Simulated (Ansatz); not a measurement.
**Fe3Rh (Fm-3m): frozen displacement of one atom in Python**

Wanted for Fe3Rh (Fm-3m): a frozen displacement of one atom.

All numbers are computed with Ansatz 0.2.0 through its Python package. Level of theory: DFT PBEsol, plane waves, PAW.

## 1. The structure

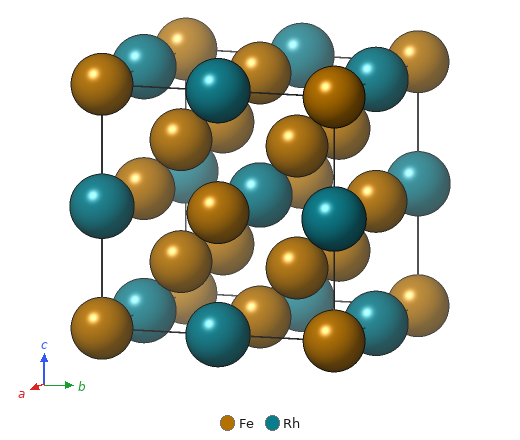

The structure that the script starts from, seen slightly off an axis (iron orange, rhodium blue). The cell is the conventional one. Atoms on cell faces are repeated.

The script holds or builds the structure itself.

## 2. Script

Contents of push_fe3rh.py:

```python
import warnings

import ansatz as az
import numpy as np
from pymatgen.core import Lattice, Structure
from pymatgen.io.ase import AseAtomsAdaptor

KGRID = (8, 8, 8)
SMEARING = "fermi_dirac"


def main() -> None:
    warnings.simplefilter("ignore", az.DeckWarning)

    pmg_structure = Structure(
        Lattice([[0.0, 2.930404, 2.930404], [2.930404, 0.0, 2.930404], [2.930404, 2.930404, 0.0]]),
        ["Fe", "Fe", "Fe", "Rh"],
        [
            [0.75, 0.75, 0.75],
            [0.25, 0.25, 0.25],
            [0.0, 0.0, 0.0],
            [0.5, 0.5, 0.5],
        ],
    )
    crystal = az.Crystal.from_ase(AseAtomsAdaptor.get_atoms(pmg_structure)).moments(Fe=4.5)

    inverse = np.linalg.inv(np.array(crystal.lattice.vectors))
    home = np.array(crystal.sites[0].position)
    values = np.linspace(-0.05, 0.05, 5)
    energies, pulls = [], []
    for shift in values:
        moved = crystal.move(0, to=home + shift * inverse[1])
        base = moved.calculation()
        base = base.functional(az.Functional.PBESOL).kpoints(*KGRID)
        base = base.occupations(SMEARING, width=50 * az.meV).spin(az.SpinTreatment.COLLINEAR)
        base = base.forces()
        report = base.run(threads=1).report
        energies.append(report["free_energy_ev"])
        pulls.append(report["forces_ev_ang"][0][1])

    print("shift (A)   dE (eV)   force along y (eV/A)")
    for shift, e, f in zip(values, energies, pulls):
        print(f"{shift:8.3f} {e - energies[2]:10.5f} {f:12.4f}")
    print(f"stiffness from energies {2 * np.polyfit(values, energies, 2)[0]:.3f}, from forces {-np.polyfit(values, pulls, 1)[0]:.3f} eV/A^2")


if __name__ == "__main__":
    main()
```

## 3. Running it

The run is started by

```
> python push_fe3rh.py
```

The log of the run:

```text
shift (A)   dE (eV)   force along y (eV/A)
  -0.050    0.01057       0.4229
  -0.025    0.00264       0.2114
   0.000    0.00000       0.0000
   0.025    0.00264      -0.2114
   0.050    0.01057      -0.4229
stiffness from energies 8.457, from forces 8.457 eV/A^2
```

It took 5.2 min on 1 thread of Arm Neoverse V1, shared host; peak memory 0.78 GiB.

## 4. What each run gave

One row for each of the 5 runs:

| run | shift of atom 1 from run 1 (Å) | energy from run 3 (meV/atom) | moment (μB/cell) | SCF cycles | CPU time (s) |
| --- | --- | --- | --- | --- | --- |
| 1 | 0.000 | 2.64 | 9.16 | 15 | 74 |
| 2 | 0.025 | 0.66 | 9.17 | 15 | 74 |
| 3 | 0.050 | 0.00 | 9.17 | 14 | 13 |
| 4 | 0.075 | 0.66 | 9.17 | 15 | 74 |
| 5 | 0.100 | 2.64 | 9.16 | 15 | 73 |

Energies are free energies F = E - TS of the smeared occupations. 

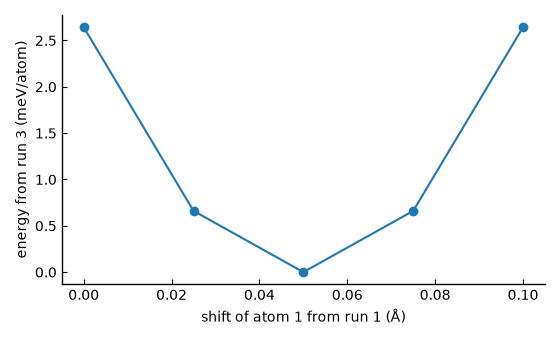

Energy against shift of atom 1 from run 1; lines join the points.

## 5. What came out

```
                                    quantity          value
                               runs compared              5
                             range of energy  2.64 meV/atom
lowest point, shift of atom 1 from run 1 (Å)          0.050
```

What this shows: The curvature of the energy gives 8.457 eV/Å² and the slope of the force 8.457 eV/Å², a positive curvature. The mesh is modest for a metal, so energies can be off by several to tens of meV an atom and pressures by half a GPa or more; differences at equal mesh fare better. In a metal a curvature from energy changes of a few meV or less hangs on mesh and smearing, in size and even in sign. This cell is a computed structure, which may not be the phase found in nature. All periodic images of the atom move with it, so the curvature is one diagonal element of the zone-centre force constants and no normal mode; a positive value doesn't exclude soft modes in which several atoms move.
